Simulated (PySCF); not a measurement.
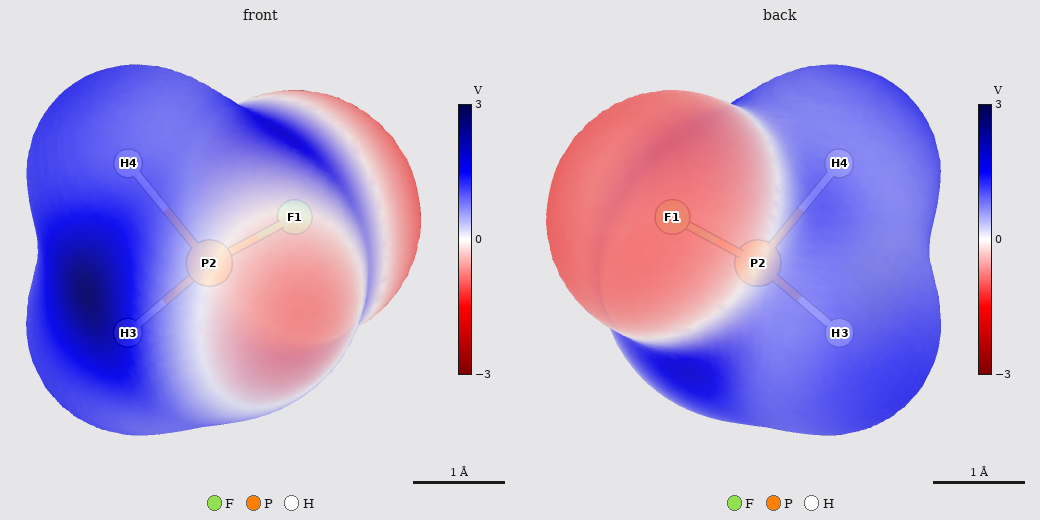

The picture shows: FH$_{2}$P (fluorophosphane). The molecular electrostatic potential painted on the density surface at 0.004 e/bohr³, seen from the front and from behind; the colour scale runs from red (negative) to blue (positive).

Geometry: PBE0-D3(BJ)/def2-TZVP.

Method: PBE0/pcSseg-2, SCF density, gas phase, non-relativistic in PySCF.

```xyz
4

F     0.7980    0.4311    1.0494
P    -0.3061   -0.4140    0.2462
H     0.4806   -0.7174   -0.9042
H    -0.9345    0.6771   -0.4241
```

Question: Describe the electrostatic potential map.

Answer: The most negative region (about −0.9 V) lies over F1, the most positive (about +2.7 V) over P2.

Question: What dipole moment does the calculation give?

Answer: Its dipole moment is 1.49 D.
